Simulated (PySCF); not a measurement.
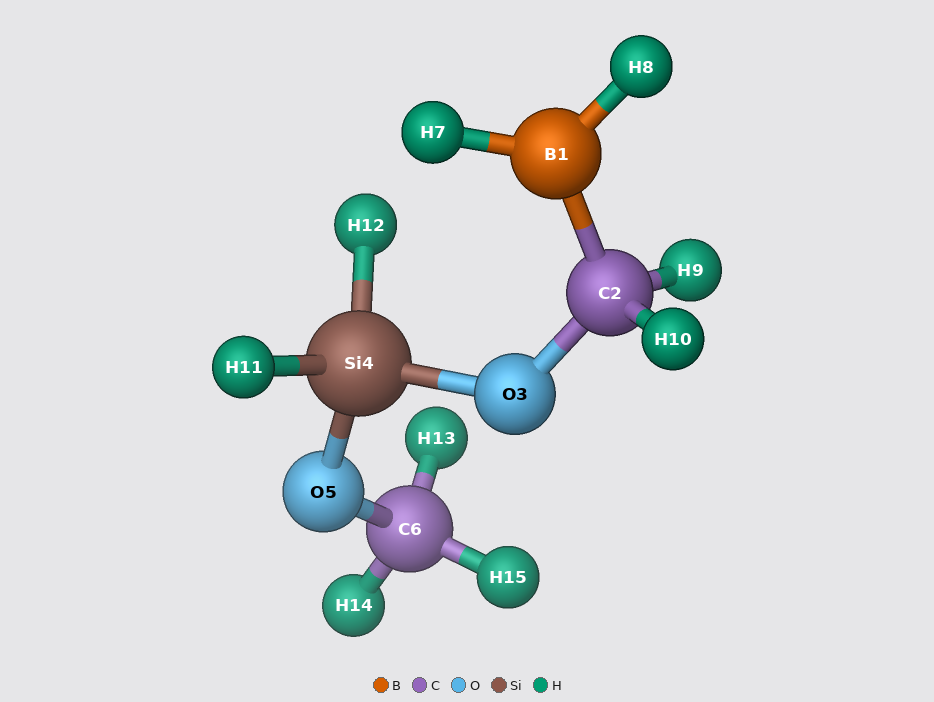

The computed structure is the end point of a PBE0-D3(BJ)/def2-SVP optimisation. No frequency run is at hand to confirm it as a minimum. Method: TDDFT ωB97X-D/def2-SVPD, vertical, gas phase, core orbitals frozen in the response (PySCF 2.14.0), and the same with a continuum solvent (IEF-PCM, Bondi radii x 1.2, gas-phase geometry).

How do dipole (D), HOMO–LUMO gap (eV), lowest singlet (eV) change in benzene (ε = 2.3), chloroform (ε = 4.7)?

```tsv
medium	dipole (D)	HOMO–LUMO gap (eV)	lowest singlet (eV)
gas phase	1.75	10.35	5.44
benzene	1.99	10.45	5.48
chloroform	2.16	10.52	5.52
```
